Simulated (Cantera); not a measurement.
Charge: 1 mol PbO, 0.47 mol CH₄, 2.5 mol N₂, equilibrated at 7.20 bar.

Equilibrium computed with Cantera from the NASA thermochemical tables; the gas is ideal and each condensed phase is pure. Candidate condensed phases: C, C₆H₆, C₇H₈, C₈H₁₈, H₂O, Pb, PbO, PbO₂, Pb₃O₄; 139 gas species. Gases not in the tables: (PbO)n polymers. Equilibrium is a limit: real reactors are often held back by kinetics, nucleation or transport.

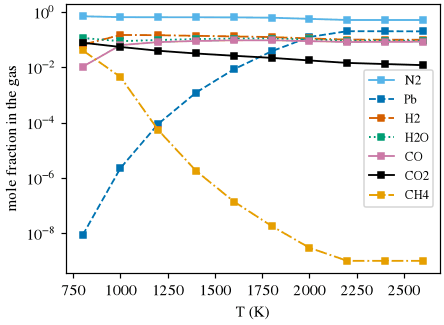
Figure: Equilibrium gas composition (values under 1e-9 drawn at 1e-9)

At 800 K the condensed part is C(graphite) + Pb(l). From 1000 K to 2000 K the condensed part is Pb(l). From 2200 K to 2600 K nothing is condensed.
